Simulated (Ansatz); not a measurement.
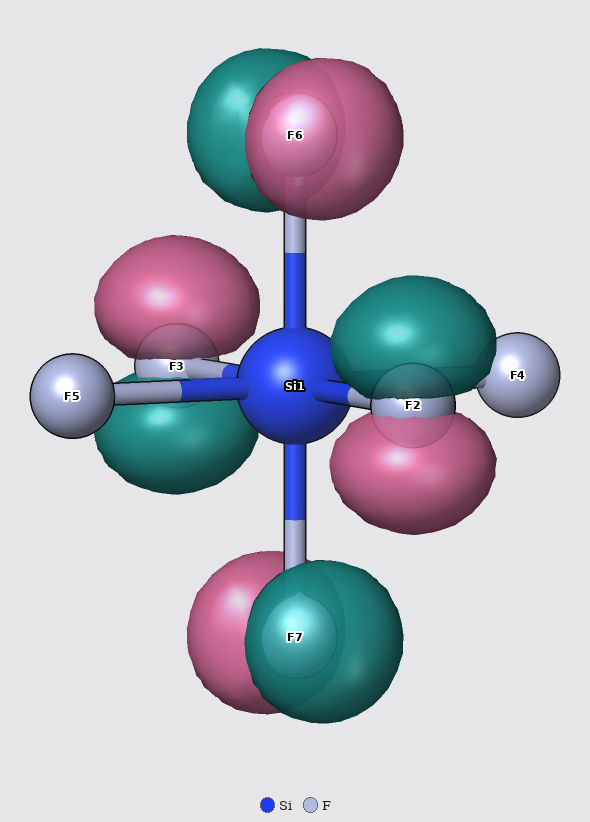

*F6Si (charge −2). The HOMO at ±0.2 Å⁻³ᐟ² (teal and pink are the two phases), seen at a tilt.*

The highest occupied orbital lies above zero, a sign that basis and functional describe the outermost electron poorly.

Method: Ansatz 0.2.0, DFT B3LYP, Gaussian basis def2-SVP.

Input file:

```
crystal:
  periodic: [false, false, false]
  atoms:
    - { symbol: Si, position_ang: [0.0, 0.0, 0.0] }
    - { symbol: F, position_ang: [1.72, 0.0, 0.0] }
    - { symbol: F, position_ang: [-1.72, 0.0, 0.0] }
    - { symbol: F, position_ang: [0.0, 1.72, 0.0] }
    - { symbol: F, position_ang: [0.0, -1.72, 0.0] }
    - { symbol: F, position_ang: [0.0, 0.0, 1.72] }
    - { symbol: F, position_ang: [0.0, 0.0, -1.72] }
total_charge: -2
basis:
  gaussian: { orbitals: def2-SVP }
hamiltonian:
  xc: b3lyp
relax:
  f_tol: 0.004
  max_steps: 200
output:
  orbitals: {}
```

Command:

```sh
ansatz run input.yaml --threads 4 --pin off --max-ram 8192MiB --backend cpu --events-out ev --progress --plain --runs-dir out
```

The fields are those of the relaxed geometry.

**What is the character of this orbital?**

Its weight (Hirshfeld) is mainly on F2 (about 25 %), F3 (about 25 %), F7 (about 25 %) and F6 (about 25 %); it is gerade (even under inversion); largely a combination of lone pairs on F2, F3, F7 and F6. It is one of a degenerate set, so its orientation is arbitrary. Its energy is 2.36 eV.
